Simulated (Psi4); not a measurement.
**BHBr (SMILES [BH]Br): UTeter93/def2-SV(P)**

Aim: the vertical ionisation energy of BHBr at UTeter93/def2-SV(P), from 2 runs. 

Program for the calculation: Psi4 1.11.

5 further runs of the same task are left out: 1 for a known fault of the program, 2 that didn't finish, 2 set aside as unsound or not needed.

### Step 1. The structure to begin with

BHBr has 3 atoms, charge 0, and is taken as a doublet. SMILES: `[BH]Br`. The shape is that of a PBE0-D4/def2-TZVP optimisation.

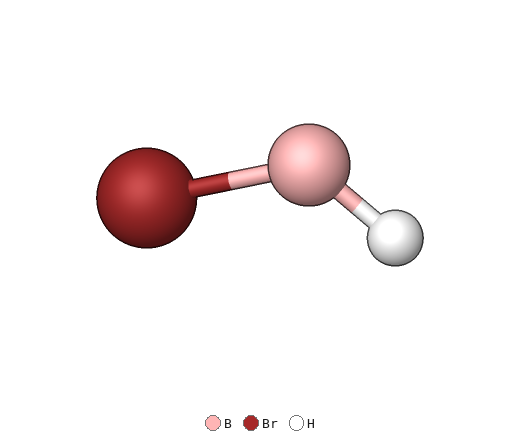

The structure, seen from a chosen angle (boron pink, bromine red, hydrogen white).

### Step 2. The polarisability at UTeter93/def2-SV(P)

The input, input.inp:

```
memory 1600 mb

molecule {
  0 2
  B     -0.094500    -0.523000    -0.115700
  Br     1.181000     0.563200     0.709800
  H     -1.097400    -0.105000    -0.607300
  units angstrom
  symmetry c1
}

set basis def2-SV(P)
set reference uks
set scf_type pk

e = properties('teter93', properties=['dipole_polarizabilities'])
```

Command:

```sh
$ psi4 input.inp input.out -n 1
```

input.out:

```text
[...]
  Running in c1 symmetry.
[...]
  Nuclear repulsion =   58.623728353523035
[...]
  Multiplicity = 2
[...]
  Nalpha       = 21
  Nbeta        = 20
[...]
    Number of basis functions: 48
[...]
   @UKS iter   1: -2595.01683016520201   -1.21210e+00   2.91427e-02 DIIS/ADIIS
[...]
   @UKS iter   9: -2595.34492871160637   -4.20914e-09   3.56978e-07 DIIS
[...]
   @S^2 Observed:                7.525956490E-01
[...]
    Orbital Energies [Eh]
    ---------------------
    Alpha Occupied:
       1A   -480.138540     2A    -61.721215     3A    -55.711444
       4A    -55.710077     5A    -55.709005     6A     -8.403738
       7A     -6.506300     8A     -6.301233     9A     -6.296530
      10A     -6.293086    11A     -2.526501    12A     -2.525372
      13A     -2.522879    14A     -2.519268    15A     -2.518993
      16A     -0.751075    17A     -0.453587    18A     -0.363430
      19A     -0.313455    20A     -0.302370    21A     -0.172113
    Alpha Virtual:
      22A     -0.123713    23A      0.037078    24A      0.120690
      25A      0.126737    26A      0.199298    27A      0.243324
[...]
  @UKS Final Energy: -2595.34492871160637
   => Energetics <=
    Nuclear Repulsion Energy =             58.6237283535230347
    One-Electron Energy =               -3730.6181213570152977
    Two-Electron Energy =                1168.4432517589721101
    DFT Exchange-Correlation Energy =     -91.7937874670862612
    Empirical Dispersion Energy =           0.0000000000000000
    VV10 Nonlocal Energy =                  0.0000000000000000
    Total Energy =                      -2595.3449287116063715
[...]
 Multipole Moments:
 ------------------------------------------------------------------------------------
     Multipole            Electronic (a.u.)      Nuclear  (a.u.)        Total (a.u.)
 ------------------------------------------------------------------------------------
 L = 1.  Multiply by 2.5417464519 to convert [e a0] to [Debye]
 Dipole X            :          2.8293956           -2.8160972            0.0132983
 Dipole Y            :          1.0843311           -0.7678435            0.3164876
 Dipole Z            :          0.0000000           -0.0000000            0.0000000
 Magnitude           :                                                    0.3167669
[...]
```

It took 3.6 s on 1 thread of INTEL XEON PLATINUM 8581C at 2.30GHz (Emerald Rapids), shared host; peak memory 0.24 GiB.

### Step 3. The singlet cation

The input, calc.dat:

```
memory 1600 mb

molecule molecule1 {
  1 1
  B     -0.094500    -0.523000    -0.115700
  Br     1.181000     0.563200     0.709800
  H     -1.097400    -0.105000    -0.607300
  symmetry c1
}

set reference uks
set scf_type pk

e = properties("teter93/def2-SV(P)", properties=['dipole_polarizabilities'])
```

Command:

```sh
$ psi4 -n 1 calc.dat calc.out
```

calc.out:

```text
[...]
  Running in c1 symmetry.
[...]
  Nuclear repulsion =   58.623728353523035
[...]
  Multiplicity = 1
[...]
  Nalpha       = 20
  Nbeta        = 20
[...]
    Number of basis functions: 48
[...]
   @UKS iter   1: -2594.75943459535119   -9.54709e-01   2.85049e-02 DIIS/ADIIS
[...]
   @UKS iter   9: -2595.03416897744091   -2.69620e-08   7.22656e-07 DIIS
[...]
   @S^2 Observed:                4.263256415E-14
[...]
    Orbital Energies [Eh]
    ---------------------
    Alpha Occupied:
       1A   -480.432779     2A    -62.014335     3A    -56.005139
       4A    -56.002628     5A    -56.002573     6A     -8.696202
       7A     -6.849699     8A     -6.594635     9A     -6.586743
      10A     -6.586738    11A     -2.818874    12A     -2.816801
      13A     -2.816610    14A     -2.810752    15A     -2.810734
      16A     -1.029997    17A     -0.728849    18A     -0.640295
      19A     -0.576576    20A     -0.571327
    Alpha Virtual:
      21A     -0.444668    22A     -0.392549    23A     -0.224955
      24A     -0.112510    25A     -0.104942    26A     -0.021524
[...]
  @UKS Final Energy: -2595.03416897744091
   => Energetics <=
    Nuclear Repulsion Energy =             58.6237283535230347
    One-Electron Energy =               -3718.7277610739834017
    Two-Electron Energy =                1156.5322174362536316
    DFT Exchange-Correlation Energy =     -91.4623536932340357
    Empirical Dispersion Energy =           0.0000000000000000
    VV10 Nonlocal Energy =                  0.0000000000000000
    Total Energy =                      -2595.0341689774409133
[...]
 Multipole Moments:
 ------------------------------------------------------------------------------------
     Multipole            Electronic (a.u.)      Nuclear  (a.u.)        Total (a.u.)
 ------------------------------------------------------------------------------------
 L = 1.  Multiply by 2.5417464519 to convert [e a0] to [Debye]
 Dipole X            :          1.4532726           -2.8160972           -1.3628246
 Dipole Y            :         -0.1855947           -0.7678435           -0.9534382
 Dipole Z            :         -0.0000000           -0.0000000           -0.0000000
 Magnitude           :                                                    1.6632304
[...]
```

Wall time 3.6 s (1 thread of INTEL XEON PLATINUM 8581C at 2.30GHz (Emerald Rapids), shared host); peak memory 0.24 GiB.

### Step 4. Results

Level: UTeter93/def2-SV(P).

```
                                          quantity           value
                        doublet BHBr: total energy  -2595.34493 Eh
                       doublet BHBr: dipole moment          0.81 D
  doublet BHBr: HOMO energy (highest over α and β)        -4.68 eV
   doublet BHBr: LUMO energy (lowest over α and β)        -3.37 eV
                                doublet BHBr: ⟨S²⟩           0.753
          doublet BHBr: mean static polarisability      29.5 bohr³
                      singlet cation: total energy  -2595.03417 Eh
                       singlet cation: HOMO energy       -15.55 eV
                       singlet cation: LUMO energy       -12.10 eV
                     singlet cation: HOMO–LUMO gap         3.45 eV
        singlet cation: mean static polarisability      25.4 bohr³
vertical ionisation energy (to the singlet cation)        8.456 eV
```

What this shows: The vertical ionisation energy comes to 8.46 eV (816 kJ/mol). Only the singlet of the ionised species was computed; a triplet could lie lower.
